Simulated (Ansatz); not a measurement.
**MgFe4, from a guessed structure to a relaxed one**

This structure for MgFe4 is made up. Its elements were placed in a known structure type with a cell scaled to their sizes. What cell does the guess relax to, and how far off was it?

Calculated with Ansatz 0.2.0; DFT, PBEsol, plane-wave PAW, files of the set soft_1, scalar-relativistic, ferromagnetic start, cell and ions relaxed at zero pressure; PAW set soft_1, in the first sound run; inputs show where later runs differ.

**1. The structure**

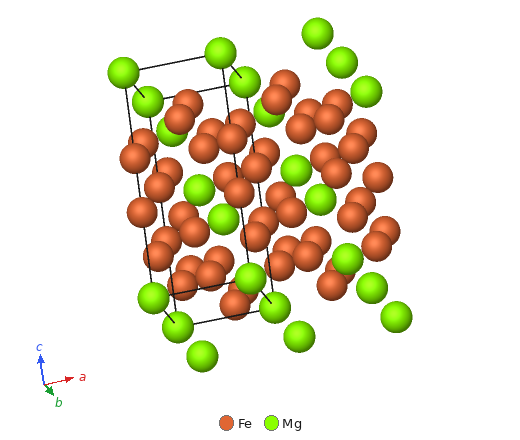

Start, viewed from a free direction; iron orange, magnesium green. 2×2×1 cells are drawn. This picture shows the conventional cell, with its axes. Some periodic images of atoms are drawn too.

**2. Relaxing cell and atoms**

The guess takes its coordinates from another compound and its volume from a rule, so the cell and any free coordinates are relaxed together.

input.yaml

```yaml
crystal:
  lattice:
    - [-1.8935, 1.8935, 4.5145]
    - [1.8935, -1.8935, 4.5145]
    - [1.8935, 1.8935, -4.5145]
  atoms:
    - { symbol: Fe, position: [0.6198, 0.6198, 0.0], spin: 3.0 }
    - { symbol: Fe, position: [0.3802, 0.3802, 0.0], spin: 3.0 }
    - { symbol: Fe, position: [0.25, 0.75, 0.5], spin: 3.0 }
    - { symbol: Fe, position: [0.75, 0.25, 0.5], spin: 3.0 }
    - { symbol: Mg, position: [0.0, 0.0, 0.0] }
magnetization:
  spin_polarized: true
kpoints:
  mp_grid: { grid: [10, 10, 10] }
scf:
  occupations: { method: fermi_dirac, width: 0.05 }
hamiltonian:
  xc: pbesol
  pseudopotentials: { kind: paw, azcp: { folder: soft_1 }, xc_functional: pbe }
relax:
  f_tol: 0.015
  max_steps: 70
  cell: {}
output:
  forces: true
  stress: true
```

On the command line:

```
$ ansatz run input.yaml --threads 4 --pin off --max-ram 8192MiB --backend cpu --events-out ev --progress --plain --runs-dir out
```

Numbers of over 12 decimals in the logs are rounded to 6 here.

The log of the run:

```text
Engine: ansatz 0.2.0, aarch64-unknown-linux-gnu
Pseudopotentials: kind: paw
Pseudopotential: Fe, paw, valence charge 16, recommended cutoff 420 eV (normal), soft_1/Fe.paw.azcp
Pseudopotential: Mg, paw, valence charge 10, recommended cutoff 420 eV (normal), soft_1/Mg.paw.azcp
Functional definition: PBEsol
  exchange = pbesol_x
  correlation = pbesol_c
Crystal: 5 atoms, lattice volume = 64.744 Å³
Basis set: ecut = 420 eV, 1267 PW (Γ), exchange–correlation on 72×72×72 points (8 copies of the dense FFT grid, shifted against one another)
Bands: 52, of which v1, the nominal top of the filled ones, is band 37 counted from 1 (36 counted from 0)
Symmetry: 16 space group operations
Space group: I4/mmm (ITA 139), of the structure as read, at distance tolerance 4.0e-5 Å
Magnetic group: BNS 139.531 (UNI 1191), of the structure as read, at distance tolerance 4.0e-5 Å
k-points: 102 of 1000
Non-local potential: Fe, projectors of the file, l = 0: 3, l = 1: 2, l = 2: 3, l = 3: 1
Non-local potential: Mg, projectors of the file, l = 0: 3, l = 1: 2, l = 2: 1
PAW form: soft (Blöchl's): semilocal exchange-correlation on the pseudo side does not see the compensation charge
PAW frozen core: Fe, regenerated for the run's functional, and the local potential with it (the file was generated under x = pbe(κ = 0.804, μ = 0.219515), c = pbe(β = 0.066725))
PAW frozen core: Mg, regenerated for the run's functional, and the local potential with it (the file was generated under x = pbe(κ = 0.804, μ = 0.219515), c = pbe(β = 0.066725))
PAW one-centre angular grid: Fe, 590 points (default); XC on 64 Gauss nodes
PAW one-centre angular grid: Mg, 110 points (default); XC on 64 Gauss nodes
Initial density: superposition of atomic densities (chi_scale 0.1, normalization cell, long waves kept (reshape's long-wave potential 0.00 eV rms))
Starting moments: Σ|m| = 12 μB on 4 of 5 sites
Initial wavefunctions: pseudopotential atomic-orbital guess
Functional: x = pbesol(κ = 0.804, μ = 0.123457), c = pbesol(β = 0.046)
SCF iter   1: F=—  HF=-19701.118412 eV  |F-HF|=—  |Δ(HF+E_count)|=         —  Δρ=9.13e-2 (↑9.13e-2 ↓4.01e-2)  dr2=4.77e0  dr2_m=1.29e0  M=9.060 μB ∫|m|=9.381 μB  β_m=0.30  ethr=3.10e-3  ⟨swp⟩=6.2  Hψ=37860  notcnv=0  defer=17
Mixer restart at iter 1: flushing history
preconditioner: auto → Kerker (q_TF=auto, 2.790 Å⁻¹)  [metal: Δε(μ)=0.002 eV  Ē_g=7.971 eV  σ=0.050 eV  W_gap=0.01  n_scr=32 (ndim 8)  ℏωp=26.9 eV  f_vac=0.000  D(μ)=8.83/eV (n_scr^D=122)]
spin=Collinear: Kerker preconditioning applied to the charge; magnetization (m = ρ↑ − ρ↓) channel mixes plain (no charge-response kernel on spin).
SCF iter   2: F=—  HF=-19700.247335 eV  |F-HF|=—  |Δ(HF+E_count)|=   8.71e-1  Δρ=3.98e-2 (↑3.98e-2 ↓3.35e-2)  dr2=9.73e-1  dr2_m=6.15e-1  M=8.916 μB ∫|m|=9.265 μB  β_m=0.40  ethr=3.10e-3  ⟨swp⟩=2.4  Hψ=17604  notcnv=0  defer=976
SCF iter   3: F=—  HF=-19702.751806 eV  |F-HF|=—  |Δ(HF+E_count)|=    2.50e0  Δρ=3.71e-2 (↑2.78e-2 ↓3.71e-2)  dr2=8.44e-1  dr2_m=5.59e-1  M=8.225 μB ∫|m|=8.638 μB  β_m=0.70  ethr=1.31e-3  ⟨swp⟩=2.1  Hψ=12540  notcnv=0  defer=976
SCF iter   4: F=—  HF=-19704.764617 eV  |F-HF|=—  |Δ(HF+E_count)|=    2.01e0  Δρ=3.70e-2 (↑2.28e-2 ↓3.70e-2)  dr2=7.28e-1  dr2_m=4.93e-1  M=7.305 μB ∫|m|=7.784 μB  β_m=0.19  ethr=1.14e-3  ⟨swp⟩=2.8  Hψ=14740  notcnv=0  defer=976
SCF iter   5: F=—  HF=-19704.813770 eV  |F-HF|=—  |Δ(HF+E_count)|=   4.92e-2  Δρ=3.17e-2 (↑3.17e-2 ↓2.21e-2)  dr2=2.66e-1  dr2_m=3.82e-1  M=6.759 μB ∫|m|=7.178 μB  β_m=0.14  ethr=9.84e-4  ⟨swp⟩=2.0  Hψ=13618  notcnv=0  defer=1015
SCF iter   6: F=—  HF=-19706.563534 eV  |F-HF|=—  |Δ(HF+E_count)|=         —  Δρ=9.53e-2 (↑9.53e-2 ↓7.04e-2)  dr2=4.30e-1  dr2_m=4.01e0  M=3.779 μB ∫|m|=4.138 μB  β_m=1.00  ethr=3.60e-4  ⟨swp⟩=2.0  Hψ=13397  notcnv=0  defer=1014
Mixer restart at iter 6: flushing history
SCF iter   7: F=—  HF=-19705.992637 eV  |F-HF|=—  |Δ(HF+E_count)|=   5.71e-1  Δρ=3.20e-2 (↑3.20e-2 ↓1.19e-2)  dr2=7.45e-1  dr2_m=1.29e-1  M=4.272 μB ∫|m|=4.583 μB  β_m=0.76  ethr=6.76e-5  ⟨swp⟩=3.0  Hψ=22944  notcnv=0  defer=1007
SCF iter   8: F=—  HF=-19706.158158 eV  |F-HF|=—  |Δ(HF+E_count)|=   1.66e-1  Δρ=3.69e-2 (↑3.69e-2 ↓8.86e-3)  dr2=4.86e-1  dr2_m=2.29e-1  M=3.485 μB ∫|m|=3.807 μB  β_m=0.53  ethr=6.76e-5  ⟨swp⟩=3.2  Hψ=26869  notcnv=0  defer=924
SCF iter   9: F=—  HF=-19705.870824 eV  |F-HF|=—  |Δ(HF+E_count)|=   2.87e-1  Δρ=3.35e-3 (↑3.29e-3 ↓3.35e-3)  dr2=2.26e-2  dr2_m=4.59e-3  M=3.887 μB ∫|m|=4.199 μB  β_m=0.78  ethr=6.76e-5  ⟨swp⟩=3.0  Hψ=23030  notcnv=0  defer=929
SCF iter  10: F=—  HF=-19705.858884 eV  |F-HF|=—  |Δ(HF+E_count)|=   1.19e-2  Δρ=2.19e-3 (↑2.19e-3 ↓1.17e-3)  dr2=2.30e-3  dr2_m=1.30e-3  M=3.862 μB ∫|m|=4.170 μB  β_m=0.70  ethr=3.05e-5  ⟨swp⟩=2.0  Hψ=17065  notcnv=0  defer=929
SCF iter  11: F=—  HF=-19705.860086 eV  |F-HF|=—  |Δ(HF+E_count)|=   1.20e-3  Δρ=3.08e-3 (↑3.08e-3 ↓1.84e-3)  dr2=4.93e-3  dr2_m=2.23e-3  M=3.815 μB ∫|m|=4.124 μB  β_m=0.85  ethr=3.10e-6  ⟨swp⟩=2.0  Hψ=20083  notcnv=0  defer=929
SCF iter  12: F=—  HF=-19705.861987 eV  |F-HF|=—  |Δ(HF+E_count)|=   1.90e-3  Δρ=3.20e-3 (↑3.20e-3 ↓8.61e-4)  dr2=4.92e-3  dr2_m=1.64e-3  M=3.795 μB ∫|m|=4.105 μB  β_m=0.77  ethr=3.10e-6  ⟨swp⟩=2.0  Hψ=18665  notcnv=0  defer=929
SCF iter  13: F=—  HF=-19705.860901 eV  |F-HF|=—  |Δ(HF+E_count)|=   1.09e-3  Δρ=3.15e-4 (↑3.15e-4 ↓2.25e-4)  dr2=4.44e-5  dr2_m=3.43e-5  M=3.799 μB ∫|m|=4.108 μB  β_m=0.85  ethr=3.10e-6  ⟨swp⟩=2.0  Hψ=18603  notcnv=0  defer=932
SCF iter  14: F=—  HF=-19705.860899 eV  |F-HF|=—  |Δ(HF+E_count)|=   2.30e-6  Δρ=2.78e-4 (↑2.78e-4 ↓1.58e-4)  dr2=2.06e-5  dr2_m=2.60e-5  M=3.798 μB ∫|m|=4.106 μB  β_m=0.93  ethr=6.00e-8  ⟨swp⟩=2.1  Hψ=15372  notcnv=0  defer=930
SCF iter  15: F=—  HF=-19705.860899 eV  |F-HF|=—  |Δ(HF+E_count)|=   3.84e-7  Δρ=3.12e-5 (↑2.03e-5 ↓3.12e-5)  dr2=1.46e-6  dr2_m=1.30e-7  M=3.799 μB ∫|m|=4.106 μB  β_m=0.93  ethr=2.78e-8  ⟨swp⟩=2.0  Hψ=14092  notcnv=0  defer=931
SCF iter  16: F=—  HF=-19705.860899 eV  |F-HF|=—  |Δ(HF+E_count)|=   9.39e-8  Δρ=3.94e-5 (↑5.33e-6 ↓3.94e-5)  dr2=1.17e-6  dr2_m=2.00e-7  M=3.797 μB ∫|m|=4.105 μB  β_m=0.97  ethr=1.97e-9  ⟨swp⟩=2.0  Hψ=14426  notcnv=0  defer=931
SCF iter  17: F=—  HF=-19705.860899 eV  |F-HF|=—  |Δ(HF+E_count)|=   1.16e-7  Δρ=1.70e-5 (↑1.01e-5 ↓1.70e-5)  dr2=5.37e-7  dr2_m=8.75e-9  M=3.796 μB ∫|m|=4.104 μB  β_m=0.98  ethr=1.58e-9  ⟨swp⟩=1.5  Hψ=12457  notcnv=0  defer=930
SCF iter  18: F=—  HF=-19705.860899 eV  |F-HF|=—  |Δ(HF+E_count)|=   4.97e-8  Δρ=1.16e-5 (↑1.12e-5 ↓1.16e-5)  dr2=3.19e-7  dr2_m=7.92e-10  M=3.796 μB ∫|m|=4.103 μB  β_m=0.99  ethr=7.26e-10  ⟨swp⟩=2.1  Hψ=13946  notcnv=0  defer=930
[...]
relax step   4: F+E_penalty+E_count = -19705.96625246 eV  Δ(F+E_penalty+E_count) = -5.374e-2 eV  max|allowed force component| = 3.660e-1 eV/Å  Δτ_max = 0.0461 Å  P = -1.707 GPa  Ω = 63.509 Å³  energy of the carried Pulay correction = +1.041e-3 eV  (19 SCF iters, accepted)
[...]
relax step   5: F+E_penalty+E_count = -19705.97783863 eV  Δ(F+E_penalty+E_count) = -1.159e-2 eV  max|allowed force component| = 1.409e-3 eV/Å  Δτ_max = 0.0172 Å  P = -0.107 GPa  Ω = 62.703 Å³  energy of the carried Pulay correction = +1.731e-3 eV  (12 SCF iters, dr2 threshold 5.00e-7 eV, accepted)
[...]
relax step   6: F+E_penalty+E_count = -19705.97808856 eV  Δ(F+E_penalty+E_count) = -2.499e-4 eV  max|allowed force component| = 9.126e-3 eV/Å  Δτ_max = 0.0010 Å  P = +0.006 GPa  Ω = 62.606 Å³  energy of the carried Pulay correction = +1.815e-3 eV  (10 SCF iters, dr2 threshold 9.76e-8 eV, accepted)
[...]
relax step   7: F+E_penalty+E_count = -19705.97678859 eV  Δ(F+E_penalty+E_count) = +1.300e-3 eV  max|allowed force component| = 9.908e-3 eV/Å  Δτ_max = 0.0000 Å  P = +0.024 GPa  Ω = 62.606 Å³  stress off target by 8.14e-2 GPa  SCF on the basis re-selected at this cell (its energy is not comparable with the rows above)  (10 SCF iters)
[...]
relax step   8: F+E_penalty+E_count = -19705.97680625 eV  Δ(F+E_penalty+E_count) = -1.766e-5 eV  max|allowed force component| = 1.255e-4 eV/Å  Δτ_max = 0.0010 Å  P = -0.010 GPa  Ω = 62.607 Å³  energy of the carried Pulay correction = -6.743e-6 eV  (9 SCF iters, dr2 threshold 1.66e-8 eV, accepted)
iter 1 solved again at ethr=4.88e-8 eV; its pass at ethr=3.10e-3 eV (dr2=3.61e-5 eV) is discarded
SCF iter   1: F=—  HF=-19705.976814 eV  |F-HF|=—  |Δ(HF+E_count)|=         —  Δρ=1.03e-6 (↑1.03e-6 ↓7.52e-7)  dr2=4.74e-10  dr2_m=1.18e-10  M=2.972 μB ∫|m|=3.383 μB  β_m=0.65  ethr=4.88e-8  ⟨swp⟩=4.0  Hψ=70733  notcnv=0
eigensolver tolerance schedule: the retry pair's looser diagonalisation over-reported the residual by 76145.20 of it (diagonalisation noise at an unbounded share of the residual, at the tolerance the schedule requests for it); recorded, not acted on — ethr = c·dr2/N_el stays at c = 1.0e-1
spin=Collinear: Kerker preconditioning applied to the charge; magnetization (m = ρ↑ − ρ↓) channel mixes plain (no charge-response kernel on spin).
SCF iter   2: F=—  HF=-19705.976813 eV  |F-HF|=—  |Δ(HF+E_count)|=   1.86e-6  Δρ=1.14e-6 (↑1.14e-6 ↓5.33e-7)  dr2=6.36e-10  dr2_m=2.11e-10  M=2.972 μB ∫|m|=3.383 μB  β_m=0.30  ethr=1.00e-12  ⟨swp⟩=3.8  Hψ=27037  notcnv=0
SCF iter   3: F=—  HF=-19705.976813 eV  |F-HF|=—  |Δ(HF+E_count)|=  2.22e-10  Δρ=4.76e-7 (↑4.76e-7 ↓3.90e-7)  dr2=1.27e-10  dr2_m=3.15e-11  M=2.972 μB ∫|m|=3.383 μB  β_m=0.65  ethr=1.00e-12  ⟨swp⟩=2.0  Hψ=13372  notcnv=0
SCF iter   4: F=—  HF=-19705.976813 eV  |F-HF|=—  |Δ(HF+E_count)|=  8.00e-11  Δρ=3.15e-7 (↑3.15e-7 ↓2.37e-7)  dr2=1.33e-11  dr2_m=3.81e-11  M=2.972 μB ∫|m|=3.383 μB  β_m=0.63  ethr=1.00e-12  ⟨swp⟩=1.4  Hψ=10799  notcnv=0
SCF iter   5: F=—  HF=-19705.976813 eV  |F-HF|=—  |Δ(HF+E_count)|=  2.91e-11  Δρ=2.05e-7 (↑2.05e-7 ↓1.23e-7)  dr2=1.53e-11  dr2_m=1.16e-11  M=2.972 μB ∫|m|=3.383 μB  β_m=0.81  ethr=1.00e-12  ⟨swp⟩=1.0  Hψ=10608  notcnv=0
SCF iter   6: F=—  HF=-19705.976813 eV  |F-HF|=—  |Δ(HF+E_count)|=  2.91e-11  Δρ=2.30e-7 (↑2.30e-7 ↓2.25e-7)  dr2=3.07e-12  dr2_m=2.90e-11  M=2.972 μB ∫|m|=3.383 μB  β_m=0.65  ethr=1.00e-12  ⟨swp⟩=1.0  Hψ=10608  notcnv=0
SCF iter   7: F=—  HF=-19705.976813 eV  |F-HF|=—  |Δ(HF+E_count)|=  7.28e-12  Δρ=1.61e-7 (↑1.28e-7 ↓1.61e-7)  dr2=5.48e-12  dr2_m=1.08e-11  M=2.972 μB ∫|m|=3.383 μB  β_m=0.82  ethr=1.00e-12  ⟨swp⟩=1.0  Hψ=10608  notcnv=0
SCF iter   8: F=—  HF=-19705.976813 eV  |F-HF|=—  |Δ(HF+E_count)|=    0.00e0  Δρ=1.78e-7 (↑1.78e-7 ↓1.02e-7)  dr2=2.20e-11  dr2_m=5.09e-12  M=2.972 μB ∫|m|=3.383 μB  β_m=0.70  ethr=1.00e-12  ⟨swp⟩=1.0  Hψ=10610  notcnv=0
SCF iter   9: F=—  HF=-19705.976813 eV  |F-HF|=—  |Δ(HF+E_count)|=  7.28e-12  Δρ=1.24e-7 (↑9.04e-8 ↓1.24e-7)  dr2=1.64e-12  dr2_m=6.37e-12  M=2.972 μB ∫|m|=3.383 μB  β_m=0.71  ethr=1.00e-12  ⟨swp⟩=1.0  Hψ=10614  notcnv=0
SCF iter  10: F=-19705.976813 eV  HF=-19705.976813 eV  |F-HF|=3.64e-12  |Δ(HF+E_count)|=  3.64e-12  Δρ=3.32e-8 (↑3.32e-8 ↓3.16e-8)  dr2=8.09e-13  dr2_m=4.01e-13  M=2.972 μB ∫|m|=3.383 μB  ethr=1.00e-12  ⟨swp⟩=2.0  Hψ=29507  notcnv=0
SCF 9 converged in 10 iterations: F = -19705.976813 eV  dr2 = 8.09e-13
relax step   9: F+E_penalty+E_count = -19705.97681261 eV  Δ(F+E_penalty+E_count) = -6.363e-6 eV  max|allowed force component| = 1.646e-4 eV/Å  Δτ_max = 0.0000 Å  P = -0.010 GPa  Ω = 62.607 Å³  stress off target by 1.12e-2 GPa  SCF on the basis re-selected at this cell (its energy is not comparable with the rows above)  (10 SCF iters)
basis re-selected at this cell: Δ(F+E_penalty+E_count) = -6.363e-6 eV, ΔP = +0.000 GPa vs the last step (what re-selecting the basis moved, of the pressure what is left beyond the Pulay correction that the steps carried, after the strain that the cell walked since its last selection, with what the two solves' SCF thresholds leave and, on support functions, any second-order correction that the steps lacked; it is no m [...]
SCF converged after 10 iterations
Magnetization: 2.9725 μB (38.4862 up, 35.5138 down)
Absolute magnetization: 3.4361 μB (∫|ρ↑−ρ↓|, with the PAW one-centre terms)
Spin contamination: 0.1621 ħ² per cell (⟨S²⟩ above its minimum at these occupations)
Per-site moments (μB) at R_I (Å): [(0.218045, 0.841008), (0.218045, 0.841008), (1.277755, 0.928020), (1.277755, 0.928020), (-0.025416, 1.151629)]
Free energy (F): -19705.976813 eV
Harris-Foulkes:  -19705.976813 eV  (|F-HF|=3.64e-12)
Internal energy: -19705.934696 eV  (E = F + TS)
E sigma→0 (E₀):  -19705.955754 eV
Entropy (-TS):   -0.042116 eV (-8.423 meV/atom)
Fermi energy:    15.345710 eV
--- Per-component energies (eV) ---
  E_band       = -1312.743346
  E_kinetic    = 1411.767576
  E_local      = -11521.953753  (includes V_loc(G=0)·N_el)
  E_nonlocal   = 1356.377074
  E_hartree    = 4695.765698
  E_xc         = -470.018112
  E_vxc        = -606.640156  (∫ρ·V_xc dr)
  E_paw        = -5693.198671  (= ΣΔE_a)
  E_vpaw       = -1343.821264  (= ΣTr[D̂ρ^β])
  E_aug_tail   = -0.004303  (compensation charges beyond the density's cutoff)
  E_ewald      = -9485.445876
  E_core_change = 0.775670  (= ΣΔE_core)
  E_smearing   = -0.042116  (= −TS)
  E_closure    = -0.000000  (closes the sum)
  Σ components = -19705.976813   (vs F -19705.976813, Δ=0.00e0)
--- Forces (eV/Å), atoms counted from 1 ---
  atom   1  Fe     0.00000000    -0.00000000     0.00016460
  atom   2  Fe     0.00000000     0.00000000    -0.00016460
  atom   3  Fe     0.00000000    -0.00000000     0.00000000
  atom   4  Fe    -0.00000000     0.00000000     0.00000000
  atom   5  Mg    -0.00000000     0.00000000     0.00000000
  max |Σ_I F_I| component: 8.67e-19 eV/Å
--- Stress (GPa, compression-positive) ---
       -0.011179       0.000000       0.000000
        0.000000      -0.011179       0.000000
        0.000000       0.000000      -0.007963
  P = ⅓ Tr σ = -0.0101 GPa (-0.101 kbar)
--- Relaxed structure (7 steps of the walk, 6 accepted, 2 SCFs on fresh bases) ---
  F+E_penalty+E_count = -19705.97681261 eV   max|allowed force component| = 1.646e-4 eV/Å   (the final SCF, on the basis selected at the relaxed cell)
  cell:  # Å, volume = 62.6068 Å³
    - [-1.837813, 1.837813, 4.634031]
    - [1.837813, -1.837813, 4.634031]
    - [1.837813, 1.837813, -4.634031]
  atoms:
    - { symbol: Fe, position: [0.609991, 0.609991, 0] }
    - { symbol: Fe, position: [0.390009, 0.390009, 0] }
    - { symbol: Fe, position: [0.250000, 0.750000, 0.500000] }
    - { symbol: Fe, position: [0.750000, 0.250000, 0.500000] }
    - { symbol: Mg, position: [1.6330877778051677e-19, 1.633087777805168e-19, 0] }
```

The job ended after 2 min (4 threads of Arm Neoverse V2, shared host; peak memory 0.75 GiB; 7.9 min of CPU time).

The steps of the relaxation:

```
step  energy less that of the first step (eV)  largest force component (eV/Å)  pressure (GPa)  volume (Å³)
   1                                   0.0000                          1.0397           -2.22        64.74
   2                                  -0.0516                          0.8432           -1.33        63.88
   3                                   0.0523                          1.9355            4.79        60.49
   4                                  -0.1054                          0.3660           -1.71        63.51
   5                                  -0.1169                          0.0014           -0.11        62.70
   6                                  -0.1172                          0.0091            0.01        62.61
  7*                                  -0.1159                          0.0099            0.02        62.61
   8                                  -0.1159                          0.0001           -0.01        62.61
  9*                                  -0.1159                          0.0002           -0.01        62.61
```

Relaxation steps marked * repeat the geometry before them on a plane-wave basis chosen anew for their cell, so energy and pressure can jump there. Relaxation step 3 was tried and not accepted.

The run keeps the 16 symmetry operations that it works with, so distortions that break them were not tested.

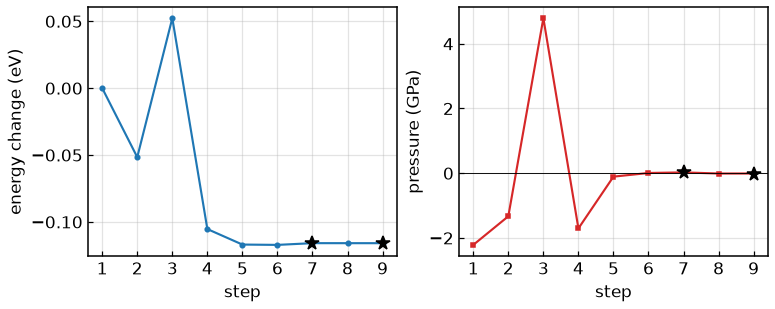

Energy and pressure along the relaxation. Stars mark steps on a basis chosen anew.

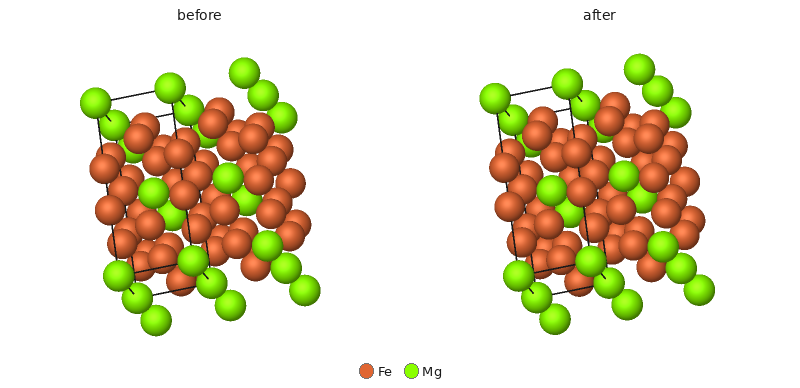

The structure before and after the relaxation, drawn at the same scale.

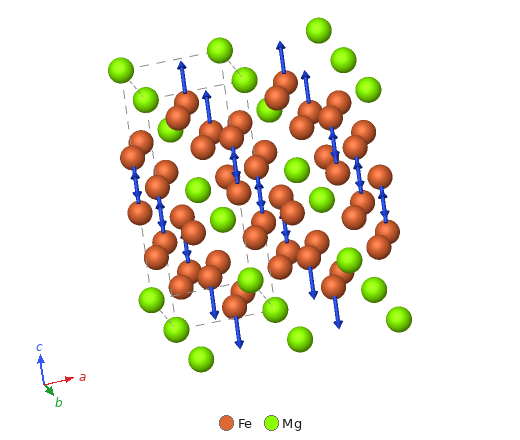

Displacements in the relaxation, exaggerated, measured against the changing cell; the longest in the cell stands for 0.09 Å. 2×2×1 conventional cells are drawn. Some periodic images of atoms are drawn too.

```
conventional cell, symmetrised  before  after  change
                         a (Å)   3.787  3.676  -2.9 %
                         b (Å)   3.787  3.676  -2.9 %
                         c (Å)   9.029  9.268  +2.6 %
              volume (Å³/atom)   12.95  12.52  -3.3 %
```

The atoms that moved most (Å, as changes of fractional coordinates times the final cell):

```
atom     dx     dy      dz  length
 Fe1  0.000  0.000  -0.091   0.091
 Fe2  0.000  0.000   0.091   0.091
```

The relaxed structure:

```xyz
5
Lattice="-1.8378 1.8378 4.6340 1.8378 -1.8378 4.6340 1.8378 1.8378 -4.6340" Properties=species:S:1:pos:R:3 pbc="T T T"
Fe    0.0000    0.0000    5.6534
Fe    0.0000    0.0000    3.6146
Fe    1.8378    0.0000    2.3170
Fe    0.0000    1.8378    2.3170
Mg    0.0000    0.0000    0.0000
```

This step gave:

- free energy: -19705.9768 eV
- energy at zero smearing: -19705.9558 eV
- smearing term TS: 0.04212 eV
- Fermi energy: 15.35 eV
- magnetization: 2.972 μB
- absolute magnetization: 3.436 μB
- site moments: 0.2180, 0.2180, 1.278, 1.278, -0.02542 μB
- electrons: 74
- symmetry operations: 16
- pressure: -0.01011 GPa

Site moment by atom:

```
atom  site moment (μB)
 Fe1              0.22
 Fe2              0.22
 Fe3              1.28
 Fe4              1.28
 Mg5             -0.03
```

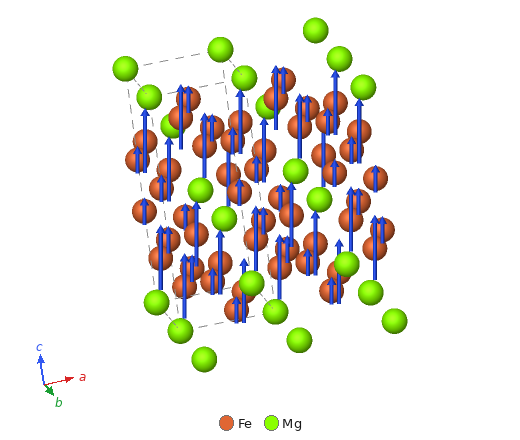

Site moment as arrows, the longest 1.28 μB. Up and down stand for the sign. Arrows give size and sign along the axis of quantisation, drawn up and down the page. Each arrow also spans its atom, so small moments look longer than they are. 2×2×1 conventional cells are drawn. Some periodic images of atoms are drawn too.

The shortest distance of each pair, which need not be the same contact before and after:

```
 pair  guess (Å)  relaxed (Å)
Fe–Fe      2.163        2.039
Fe–Mg      2.888        2.792
Mg–Mg      3.787        3.676
```

The relaxation ends with a largest force component of 1.6e-4 eV/Å and a pressure of -0.01 GPa.

[end of part 1 of 2]

[Logs are printed without paths, hosts, clocks, repeated set-up lines and the standing remarks that a program may print on its own settings, such as how far it seeks lower states.]

[Hosts, paths, dates, database ids (printed as entryN), source tags and the programs' standing remarks are cut or masked in the printed files.]
